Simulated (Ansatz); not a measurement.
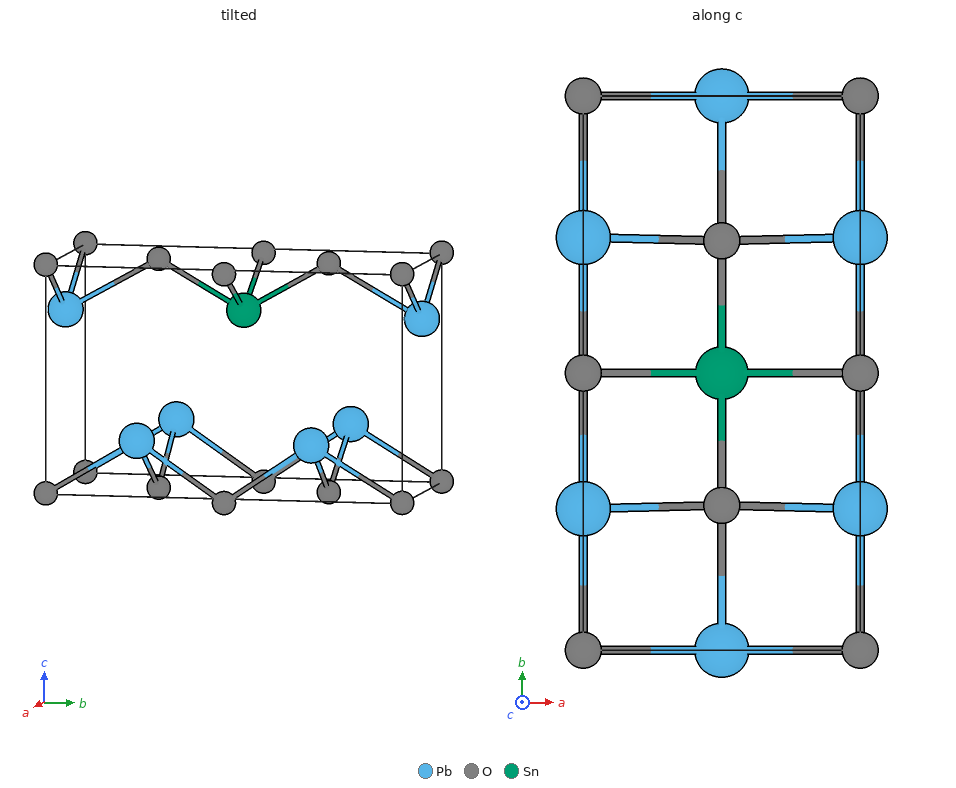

Shown here is a ball-and-stick view of the crystal, taken slightly off an axis and along the c axis. Thin lines show the conventional unit cell, with boundary atoms drawn in all their periodic places.

SnPb3O4, space group Pmm2 (No. 25), a = 3.926 Å, b = 7.858 Å, c = 4.961 Å, α = 90.00°, β = 90.00°, γ = 90.00°. Source of the structure: a structure type filled with these elements by a generator (whether the compound takes this form wasn't checked). Earlier steps of the study may have refined or changed the cell and positions. It was run through Ansatz as a DFT input.

This one geometry was computed with Ansatz (DFT, plane waves, PAW) at five levels of theory: PBE0, PBE, HSE06, r2SCAN and PBE with spin-orbit coupling.

Which level gives the highest pressure at this volume, and what does that say about its equilibrium volume?

Answer. Highest: PBE (4.7 GPa) and PBE with spin-orbit coupling (4.5 GPa), which points to the largest equilibrium volume. Lowest, with the smallest volume: PBE0 (0.6 GPa) and HSE06 (0.7 GPa). Levels within 0.5 GPa of each other can't be told apart.

How does the band gap change with the level of theory?

Answer. PBE with spin-orbit coupling: a gap of 0.66 eV, indirect; PBE: a gap of 0.78 eV, indirect; r2SCAN: a gap of 1.07 eV, indirect; HSE06: a gap of 1.37 eV, indirect; PBE0: a gap of 2.03 eV, indirect.

Collect the results in a table.

Answer.
| level | cutoff (eV) | k-mesh of the run's cell | gap (eV) | pressure (GPa) |
| --- | --- | --- | --- | --- |
| PBE0 | 420 | 4×2×4 | 2.03 | 0.6 |
| PBE | 420 | 6×4×6 | 0.78 | 4.7 |
| HSE06 | 420 | 4×2×4 | 1.37 | 0.7 |
| r2SCAN | 500 | 6×4×6 | 1.07 | 1.2 |
| PBE with spin-orbit coupling | 420 | 6×4×6 | 0.66 | 4.5 |

Gaps are taken on the k-mesh or band path of each run.
